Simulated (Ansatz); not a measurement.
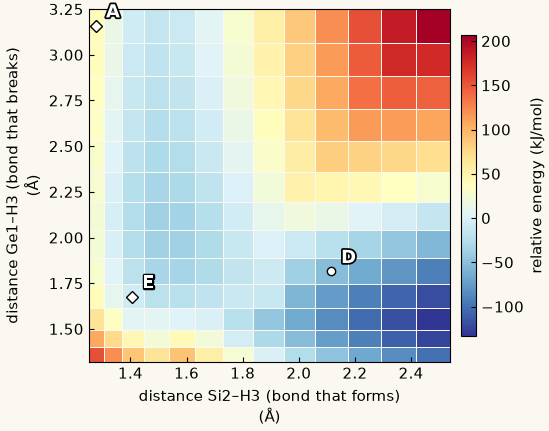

The reacting system GeH6Si (fragments GeH₆Si where the first distance is long, GeH₂ + H₄Si where the second is long). First axis: distance Si2–H3 (bond that forms). Second axis: distance Ge1–H3 (bond that breaks). Relaxed at each point: all other coordinates. The grid has 13 × 13 points. Points are written as (first, second). Energies are in kJ/mol, from a guessed transition structure relaxed with its forming and breaking bonds held. Energies and slopes of some neighbouring points disagree (a jump in structure or state, or too coarse a mesh). The reference is spin-restricted, so regions where a bond is pulled apart into radicals lie too high. All numbers below come from RKS B3LYP-D4/def2-SVP in Ansatz 0.2.0.

The picture shows one coloured cell a grid point, lettered points.

Rank the lettered points by energy, lowest first.

D (−52 kJ/mol), E (−8 kJ/mol), A (41 kJ/mol).
